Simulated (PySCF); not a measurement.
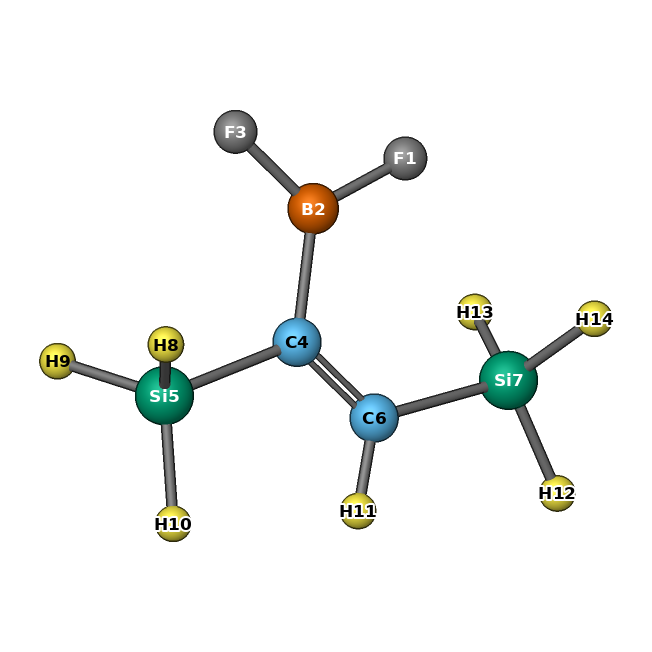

The questions are on IAO charges. The computed structure is the end point of a GFN2-xTB optimisation. No frequency run is at hand to confirm it as a minimum. Properties computed with PBE0/pcSseg-1, gas phase (PySCF 2.14.0).

### Which atom carries the highest charge (most positive or least negative)?

B2 (0.70 e).

### And the lowest?

C4 (−0.43 e).

Give the IAO charges atom by atom.

| atom | value (e) |
| --- | --- |
| F1 | −0.31 |
| B2 | 0.70 |
| F3 | −0.31 |
| C4 | −0.43 |
| Si5 | 0.61 |
| C6 | −0.33 |
| Si7 | 0.60 |
| H8 | −0.11 |
| H9 | −0.11 |
| H10 | −0.12 |
| H11 | 0.15 |
| H12 | −0.12 |
| H13 | −0.11 |
| H14 | −0.10 |

The geometry is semi-empirical. Around B, Si such bond lengths and angles can be off by a tenth of an ångström or more and by several degrees, and values that hang on the shape move with them.
